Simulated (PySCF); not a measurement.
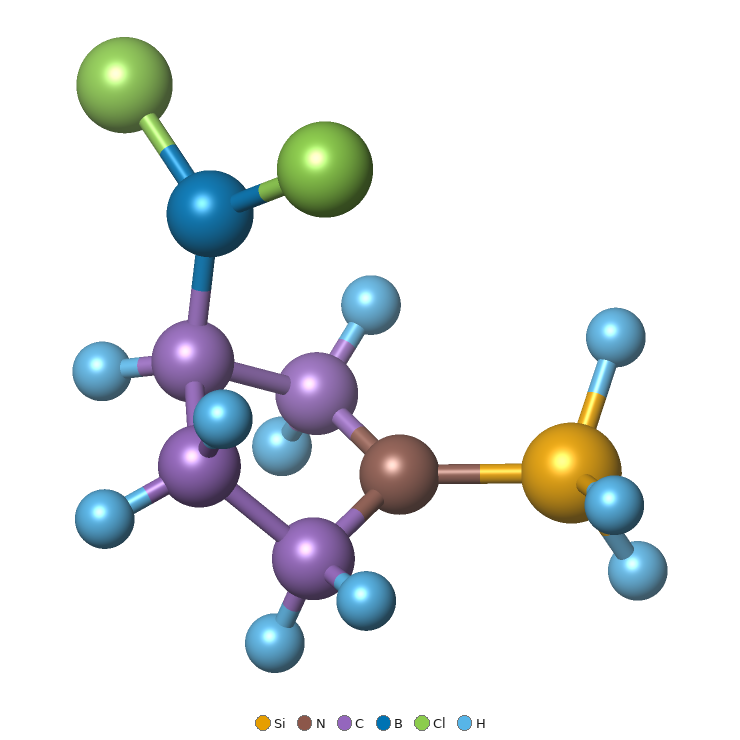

A ball-and-stick model of a molecule. Every bond is drawn as one stick, whatever its order.

What does the picture show?

It has 19 atoms: 4 carbon, 10 hydrogen, 1 boron, 2 chlorine, 1 nitrogen and 1 silicon (C4H10BCl2NSi). SMILES: `[SiH3]N1CC[C@@H](B(Cl)Cl)C1`. Independent rings (smallest set): 1 of 5 members. Among its groups: Si–H bond, Si–N bond. This geometry has C1 symmetry. Coordination: 1 Si tetrahedral; 1 N trigonal planar; 4 C tetrahedral; 1 B trigonal planar.

The parts below concern this one geometry. Atoms keep their numbers from picture to picture. Computed geometry: PBE0-D3(BJ)/def2-SVP optimisation. No frequency run is at hand to confirm it as a minimum.

**Shape**

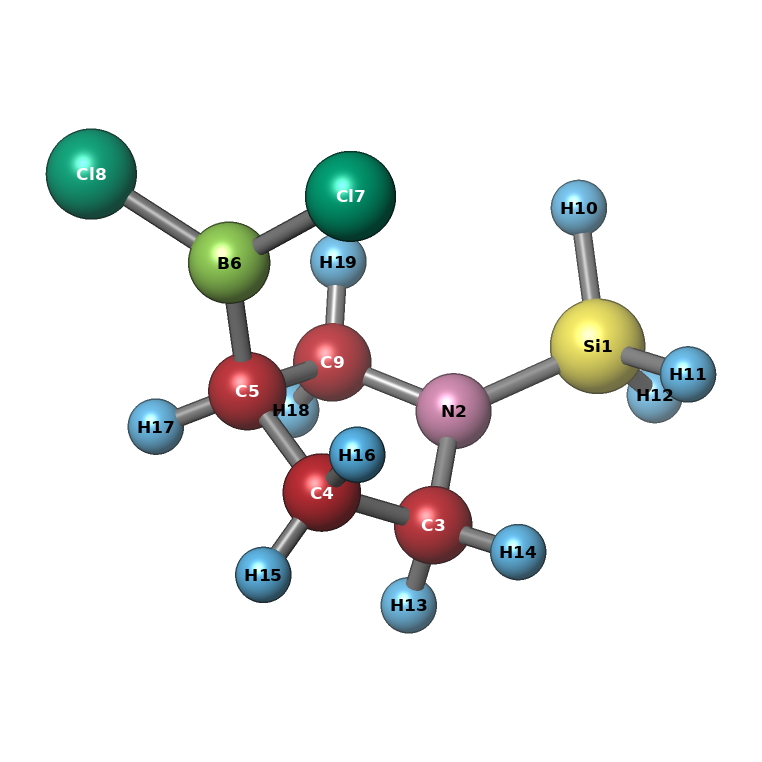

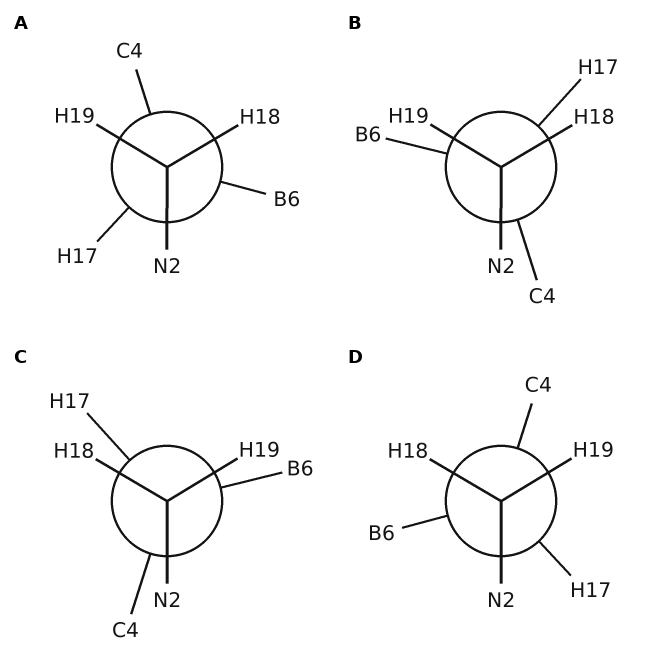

Distant atoms are faded towards the background colour. Bonds that would overlap in a projection are set slightly apart. No frequency run is at hand to confirm it as a minimum.

> Which Newman projection shows the view along C9–C5, with C9 in front?

B. The torsion angle N2–C9–C5–C4 is −18°, synperiplanar.

**Ring current**

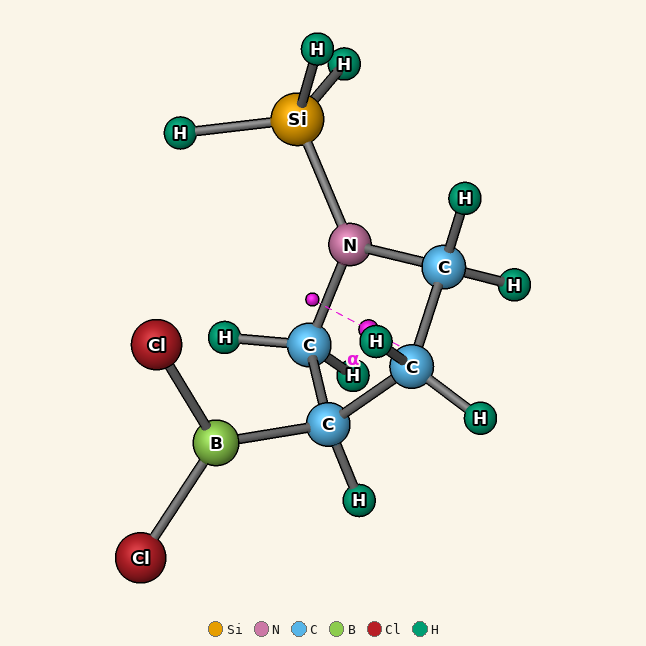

The small points mark where nucleus-independent chemical shifts (NICS) were computed: at the centre of each lettered ring and 1 Å above and below it. No frequency run is at hand to confirm it as a minimum. Level of theory: GIAO HF/pcSseg-1 NMR shielding, non-relativistic, gas phase (PySCF 2.14.0).

Give NICS(0), NICS(1) and the out-of-plane component NICS(1)zz for each ring (means of the two sides).

```json
{"ring": "α", "members": "C4N", "NICS(0)": "−7.9", "NICS(1)": "−4.2", "NICS(1)zz": "−7.8"}
```

Values in ppm.

**Dipole moment**

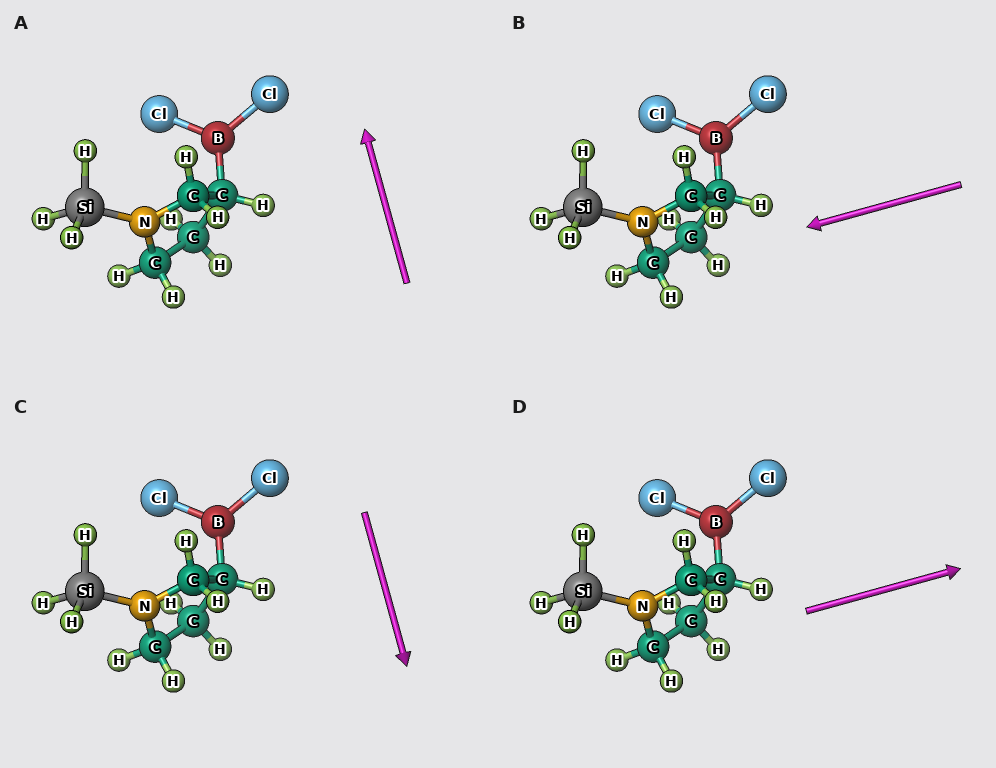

The same molecule four times, each with an arrow. No frequency run is at hand to confirm it as a minimum. Level of theory: PBE0/pcSseg-1, gas phase (PySCF 2.14.0).

> Which arrow points along the dipole moment, from the negative to the positive end?

C. The dipole moment is 1.97 D.

**Excitation**

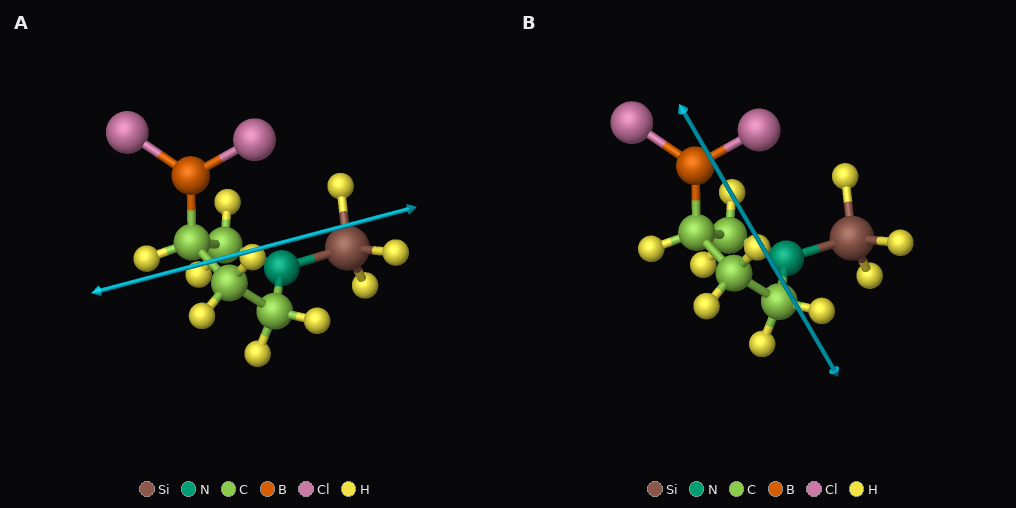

The double arrows show the directions of two transition dipoles from the ground state (lengths mean nothing). No frequency run is at hand to confirm it as a minimum. Properties computed with TDDFT ωB97X-D/def2-SVPD, vertical, gas phase, core orbitals frozen in the response (PySCF 2.14.0).

> One belongs to singlet state 1 and one to singlet state 2. Which is which?

A: state 2, 6.00 eV (207 nm), oscillator strength 0.017, mainly HOMO → LUMO+2 (weight 0.50).
B: state 1, 5.15 eV (241 nm), oscillator strength 0.057, mainly HOMO → LUMO (weight 0.94).
